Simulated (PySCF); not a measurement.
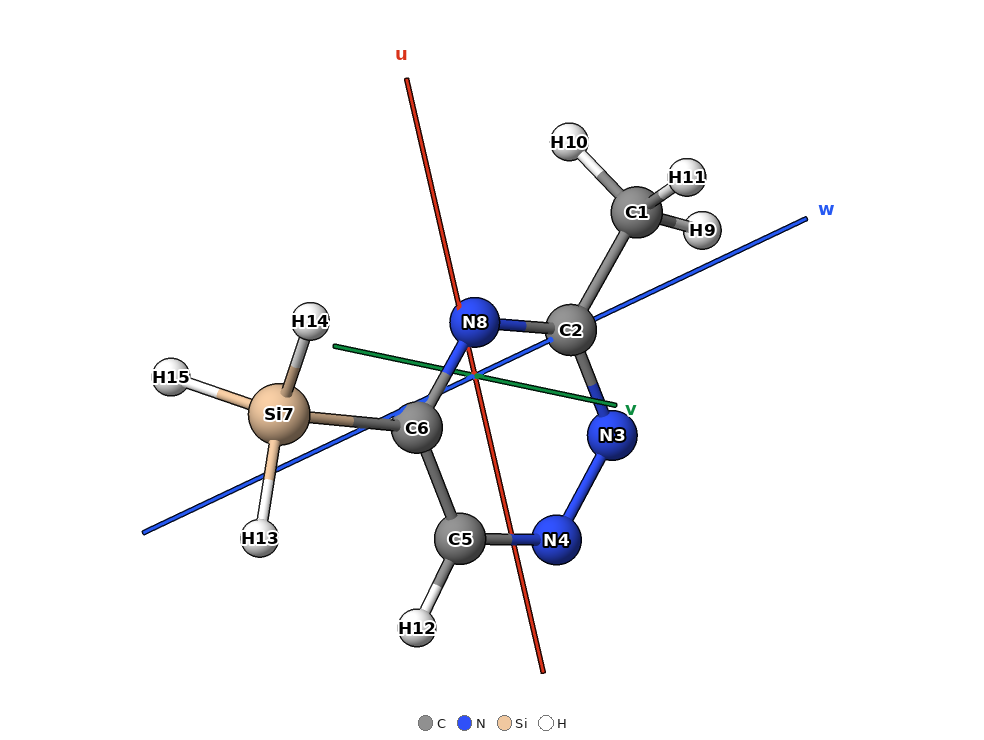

The lines u, v and w are the principal axes of the static dipole polarisability. The geometry was computed by an optimisation with GFN2-xTB. No frequency run is at hand to confirm it as a minimum. Level of theory: CAM-B3LYP/def2-SVPD (PySCF 2.14.0).

> Along which axis is the molecule most polarisable, and along which least?

Most along w (close to the long direction C1···Si7), least along v.

> Give the three principal values.

u 94.2, v 64.1, w 118.3 bohr³; mean 92.2, anisotropy 47.0 bohr³.

The geometry is semi-empirical. Around Si such bond lengths and angles can be off by a tenth of an ångström or more and by several degrees, and values that hang on the shape move with them.
